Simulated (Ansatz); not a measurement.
Start from ZrO$_{2}$ in the fluorite structure (space group Fm-3m, No. 225; a = 5.1159 Å).

Modification: 0.167 electrons added to each cell, a density of 5.0×10^21 cm⁻³, with a uniform compensating background at fixed cell and a 300 K Fermi–Dirac width.

Method: plane-wave PAW DFT at the PBE level (Ansatz, a quantum-chemistry and plane-wave program, 420 eV), no spin-orbit coupling, earlier PAW set.

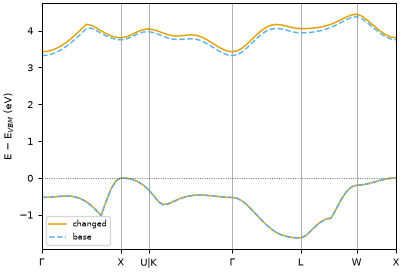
Figure. Highest valence and lowest conduction band along the path, each from its own valence-band maximum

Read the changed gap and its character from the plot.

About 3.4 eV, indirect, X → Γ.

Charged cell with a jellium background: band edges are those of the host's band count, energies are not comparable with the neutral cell, and many-body gap narrowing is missing. Whether these cells are dynamically stable was not tested. This is not the structure that ZrO2 has at room temperature and ambient pressure.
